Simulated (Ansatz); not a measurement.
An ideal cubic perovskite cell is held by its symmetry; such compounds can tilt or shift off centre at room temperature.

 Where the default PAW files enter, the runs use the earlier of Ansatz's two default sets.

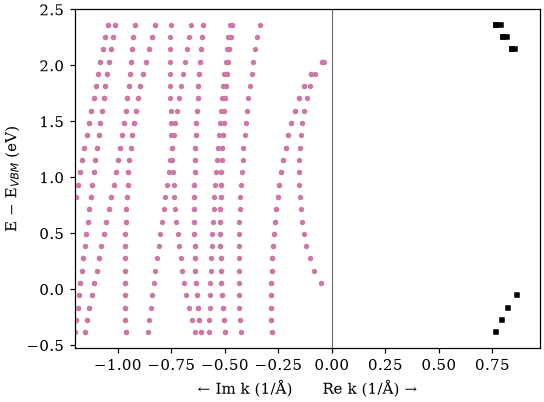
Figure: Complex bands at the centre of the two-dimensional zone; Ansatz (a quantum-chemistry and plane-wave program) with r2SCAN

No gap correction and no spin-orbit coupling; mid-gap values are interpolated between computed energies.

This is CsPbBr₃ (Pm-3m, cubic perovskite, 5 atoms a cell, 42.1 Å³ an atom) along the normal of (111). Read off the slowest decay at the centre of the two-dimensional zone at 1.04 eV, the computed energy nearest the middle of the gap.

κ ≈ 0.15 1/Å, a decay length 1/(2κ) of the density of 3.3 Å.
